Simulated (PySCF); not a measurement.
# [BH4]− (SMILES [H][B-]([H])([H])[H]): B3LYP/STO-6G

Aim: the energy change on altering one bond length of [BH4]− at B3LYP/STO-6G, from 2 runs. Input form: a Python script.

The calculation is run with PySCF 2.14.0.

10 further runs of the same task are left out: 1 that didn't finish, 9 set aside as unsound or not needed.

## 1. The structure to begin with

[BH4]− has 5 atoms, charge -1, and is taken as a singlet. SMILES: `[H][B-]([H])([H])[H]`. Geometry: relaxed at GFN2-xTB.

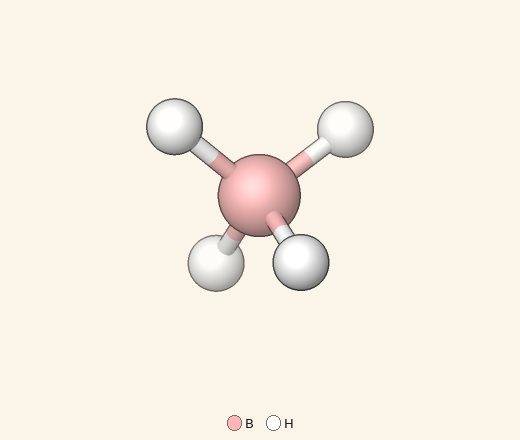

Viewed from a chosen angle; boron pink, hydrogen white.

## 2. A single-point energy at B3LYP/STO-6G

File start.xyz:

```xyz
5

B      0.000000    -0.000190    -0.000050
H      0.011880    -0.020580     1.229120
H      1.154650     0.011840    -0.420810
H     -0.587600     1.007810    -0.387560
H     -0.578930    -0.998880    -0.420690
```

File run.py:

```python
from pyscf import gto, dft

molecule = gto.M(
    atom='start.xyz',
    basis='sto-6g',
    charge=-1,
    verbose=3,
    max_memory=1860,
    spin=0,
)

ks = dft.RKS(molecule)
ks.xc = 'b3lyp'
ks.conv_tol = 1e-10
ks.grids.level = 5
ks.kernel()
if not ks.converged:
    ks = ks.newton().run(ks.mo_coeff, ks.mo_occ)

e_tot = ks.e_tot
print('E = %.10f Eh' % e_tot)
```

Launch:

```console
$ OMP_NUM_THREADS=1 python run.py
```

Log:

```text
converged SCF energy = -27.1114747794598
E = -27.1114747795 Eh
```

It took 1.4 s on 1 thread of Arm Neoverse V2, shared host; peak memory 0.16 GiB.

## 3. The distorted shape at the same level

File mol.xyz:

```xyz
5
BH4
B      0.470091    -0.806609     0.309965
H      0.481971    -0.826999     1.539135
H      1.624741    -0.794579    -0.110795
H     -0.587600     1.007810    -0.387560
H     -0.108839    -1.805299    -0.110675
```

File calc.py:

```python
from pyscf import gto, dft

mol = gto.M(
    atom='mol.xyz',
    verbose=3,
    charge=-1,
    basis='sto-6g',
    max_memory=1860,
    spin=0,
)

mf = dft.RKS(mol)
mf.xc = 'b3lyp'
mf.conv_tol = 1e-10
mf.grids.level = 5
mf.kernel()
if not mf.converged:
    mf = mf.newton().run(mf.mo_coeff, mf.mo_occ)

etot = mf.e_tot
print('E = %.10f Eh' % etot)
```

Launch:

```console
$ OMP_NUM_THREADS=1 python calc.py
```

Log:

```text
converged SCF energy = -26.9643476999827
E = -26.9643477000 Eh
```

It took 1.4 s on 1 thread of Arm Neoverse V2, shared host; peak memory 0.15 GiB.

## 4. Results

At B3LYP/STO-6G:

| quantity | value |
| --- | --- |
| first shape: total energy | -27.11147 Eh |
| first shape: HOMO energy | 1.78 eV |
| first shape: LUMO energy | 21.96 eV |
| first shape: HOMO–LUMO gap (to an unbound level, set by the basis) | 20.18 eV |
| distorted shape: total energy | -26.96435 Eh |
| distorted shape: HOMO energy | 4.23 eV |
| distorted shape: LUMO energy | 10.83 eV |
| distorted shape: HOMO–LUMO gap (to an unbound level, set by the basis) | 6.60 eV |
| energy change with the B1–H4 bond stretched from 1.229 to 2.213 Å | 4.004 eV |

**Reading.** With the B1–H4 bond stretched from 1.229 to 2.213 Å the energy rises by 4.00 eV (386 kJ/mol). The first shape isn't relaxed at this level, so the change isn't measured from a minimum. The minimal basis adds a large error of its own. The HOMO (first shape) lies at positive energy, 1.78 eV; only total energies tell whether the electron is bound. The HOMO (distorted shape) lies at positive energy, 4.23 eV; only total energies tell whether the electron is bound.
